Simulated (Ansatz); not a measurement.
# C8H7F13O3Si (SMILES O[Si](O)(O)CCC(F)(F)C(F)(F)C(F)(F)C(F)(F)C(F)(F)C(F)(F)F): what the fields show

Input file:

```
crystal:
  periodic: [false, false, false]
  atoms:
    - {symbol: O, position_ang: [-2.777306, 1.365777, 0.967468]}
    - {symbol: Si, position_ang: [-3.481473, 1.035738, -0.516396]}
    - {symbol: O, position_ang: [-5.141454, 0.908116, -0.420043]}
    - {symbol: O, position_ang: [-3.135342, 2.317744, -1.538590]}
    - {symbol: C, position_ang: [-2.957913, -0.626779, -1.243484]}
    - {symbol: C, position_ang: [-1.616657, -0.686936, -1.986999]}
    - {symbol: C, position_ang: [-0.356496, -0.252835, -1.250998]}
    - {symbol: F, position_ang: [0.696907, -0.324329, -2.121193]}
    - {symbol: F, position_ang: [-0.452090, 1.056066, -0.834772]}
    - {symbol: C, position_ang: [0.030133, -1.106301, -0.006895]}
    - {symbol: F, position_ang: [0.255544, -2.375899, -0.409932]}
    - {symbol: F, position_ang: [-1.035912, -1.124034, 0.862775]}
    - {symbol: C, position_ang: [1.236975, -0.630329, 0.883091]}
    - {symbol: F, position_ang: [0.878374, 0.526850, 1.491983]}
    - {symbol: F, position_ang: [1.393977, -1.592467, 1.828607]}
    - {symbol: C, position_ang: [2.606702, -0.408343, 0.170625]}
    - {symbol: F, position_ang: [2.557981, 0.758555, -0.511129]}
    - {symbol: F, position_ang: [2.818248, -1.430110, -0.695560]}
    - {symbol: C, position_ang: [3.873350, -0.368766, 1.101426]}
    - {symbol: F, position_ang: [4.074841, -1.598075, 1.625909]}
    - {symbol: F, position_ang: [4.915887, -0.061140, 0.290170]}
    - {symbol: C, position_ang: [3.875597, 0.666090, 2.268783]}
    - {symbol: F, position_ang: [5.107248, 0.716307, 2.797353]}
    - {symbol: F, position_ang: [3.011085, 0.298792, 3.228257]}
    - {symbol: F, position_ang: [3.544057, 1.886307, 1.819451]}
    - {symbol: H, position_ang: [-2.239115, 0.642010, 1.331738]}
    - {symbol: H, position_ang: [-5.589518, 1.707585, -0.094717]}
    - {symbol: H, position_ang: [-2.260086, 2.706839, -1.361077]}
    - {symbol: H, position_ang: [-3.757917, -0.872187, -1.973408]}
    - {symbol: H, position_ang: [-3.022967, -1.410474, -0.462070]}
    - {symbol: H, position_ang: [-1.409763, -1.707887, -2.369146]}
    - {symbol: H, position_ang: [-1.642908, -0.015905, -2.871246]}
basis:
  gaussian: {orbitals: def2-TZVP, fitting: {mean_field: def2-universal-jkfit}, initial_orbitals: start.molden}
hamiltonian: {xc: pbe0, dispersion: d4}
scf: {omitted_lower_state_checks: [starts]}
output: {orbitals: {seedname: orbitals}}
```

Launched as:

```sh
ansatz run in.yaml --threads 2 --pin off --events-out ev --progress --plain --max-ram 32768MiB --backend cuda --devices 0, --max-vram 18GiB
```

Geometry: PBE-D4/def2-SVP.

Method: RKS PBE0-D4/def2-TZVP (Ansatz 0.2.0).

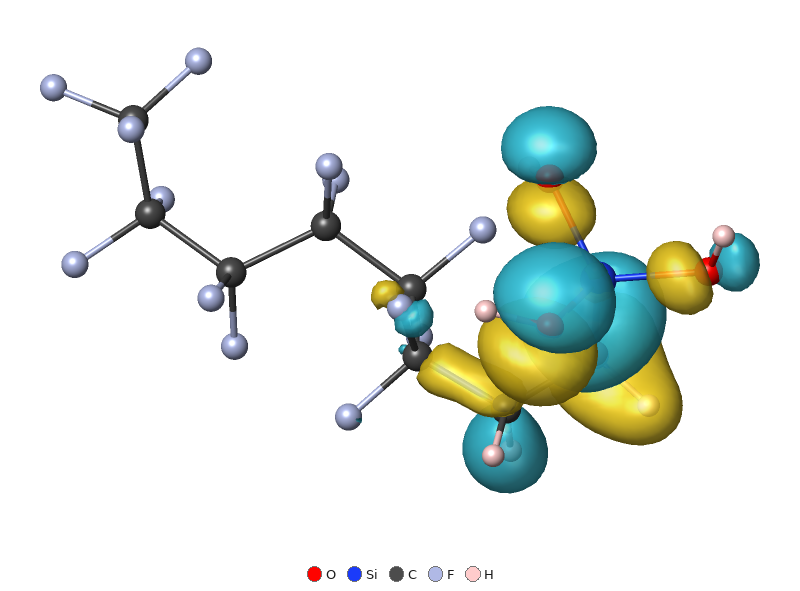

Figure 1. The HOMO at ±0.1 Å⁻³ᐟ² (yellow and cyan are the two phases), seen at a tilt.

Question: Where does this orbital lie, and at what energy?

Answer: It lies mainly on O4 (about 30 %), C5 (about 25 %), Si2 (about 15 %) and O1 (about 10 %). Its energy is −8.80 eV.

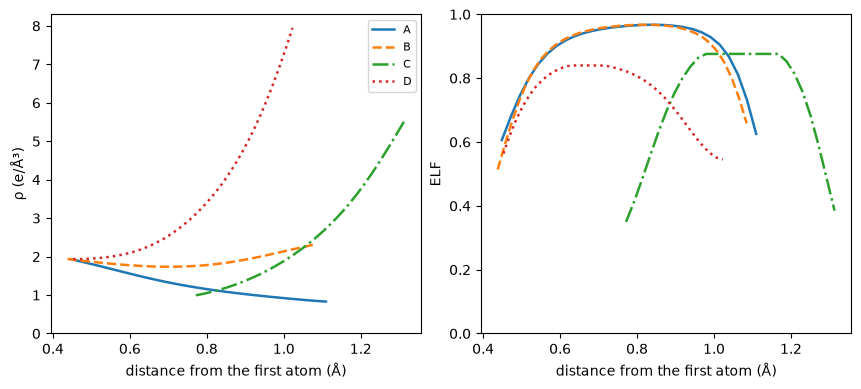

Figure 2. Total electron density and ELF along straight lines between neighbouring atoms. The curves leave out the atomic cores.

Question: Which curve belongs to which contact (C–C, C–F, C–Si and Si–O)? The first atom named is at distance zero.

Answer: Curve A: C–Si (1.89 Å): the density is about 0.98 e/Å³ at the midpoint; the ELF peaks at about 0.95 between the atoms, as expected for a shared electron pair. Curve B: C–C (1.52 Å): ρ at the midpoint is about 1.8 e/Å³; the ELF peaks at about 0.95 between the atoms: localised, covalent bonding. Curve C: Si–O (1.67 Å): ρ at the midpoint is about 1.1 e/Å³; the ELF peaks at about 0.90 between the atoms: a polar covalent bond. Curve D: C–F (1.34 Å): ρ at the midpoint is about 2.4 e/Å³; the ELF peaks at about 0.85 between the atoms (a shared but strongly polarised pair).

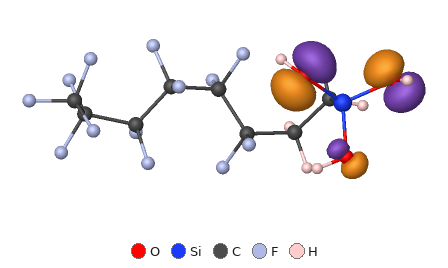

Figure 3. The HOMO−1 at ±0.2 Å⁻³ᐟ² (orange and purple are the two phases), seen from one side.

Question: Where does this orbital lie, and at what energy?

Answer: By Hirshfeld shares it lies mainly on O1 (about 45 %), O3 (about 35 %) and O4 (about 10 %); largely a combination of lone pairs on O1, O3 and O4. Its energy is −9.01 eV.
